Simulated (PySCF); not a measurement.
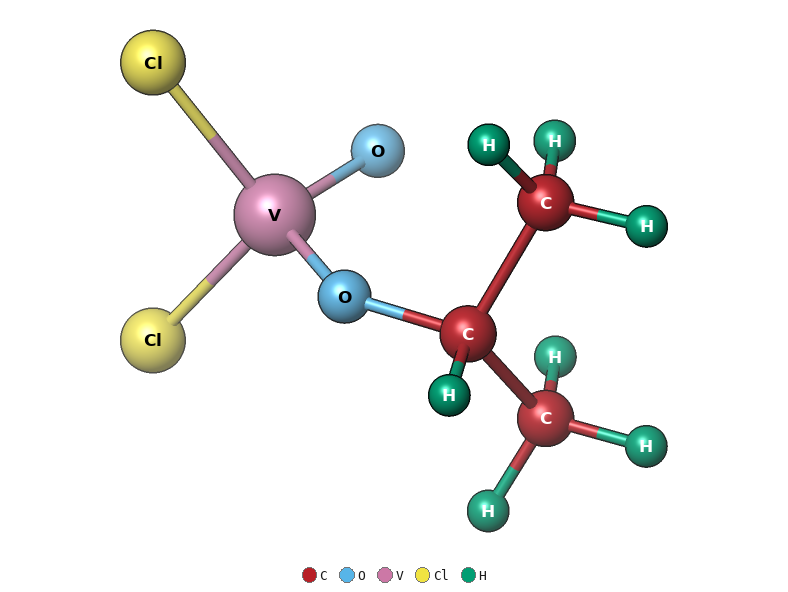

Distant atoms are faded towards the background colour. The species is neutral and a spin singlet. The geometry was computed by an optimisation with GFN2-xTB. No frequency run is at hand to confirm it as a minimum.

Question: Which symmetry elements does this geometry have?

Answer: It has 1 mirror plane, so the point group is Cs. The group has 2 operations. The geometry is achiral, and symmetry allows a dipole moment.
